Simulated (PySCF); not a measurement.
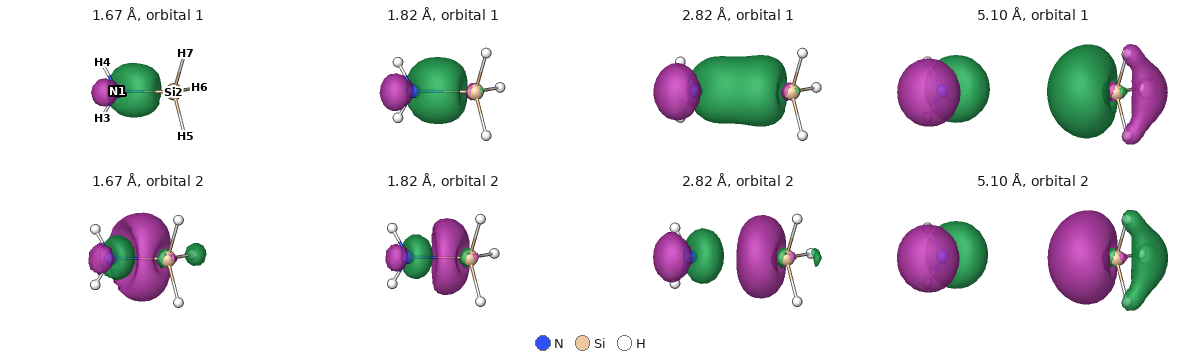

*H₅NSi, SMILES `N[SiH3]`. Rigid stretch of the N1–Si2 bond. The two CASSCF(2,2) natural orbitals nearest half filling (orbital 1 the more occupied).*

Computed with PySCF, 6-31+G* basis, geometry: GFN2-xTB. No frequency check shows the geometry to be a minimum.

Geometry (Å), atoms numbered from 1:

```
N1      -1.1407    0.0003    0.0682
Si2      0.5808    0.0004   -0.0022
H3      -1.6365   -0.8246   -0.2298
H4      -1.6375    0.8202   -0.2404
H5       0.9868   -1.2149    0.6985
H6       1.1558   -0.0144   -1.3572
H7       0.9854    1.2255    0.6826
```

Question: How do the occupations change along the stretch?

Answer: 1.67 Å: 1.99 and 0.01; 1.82 Å: 1.98 and 0.02; 2.82 Å: 1.74 and 0.26; 5.10 Å: 1.03 and 0.97. At the longest distance computed (5.10 Å) they are 1.03 and 0.97, and the effective number of unpaired electrons is 2.0.

Question: Where does the UHF solution part from RHF?

Answer: Between 2.18 Å (⟨S²⟩ = 0, the two coincide) and 2.46 Å (⟨S²⟩ = 0.20); at 5.10 Å ⟨S²⟩ is 1.01 and UHF lies 4.9 eV below RHF.

Question: How much energy does the stretch cost?

Answer: By CASSCF, 3.8 eV from the lowest point of the scan (1.82 Å) to 5.10 Å; RHF gives 8.1 eV from its own lowest point. The fragments aren't relaxed and dynamic correlation is missing, so this isn't a bond dissociation energy.
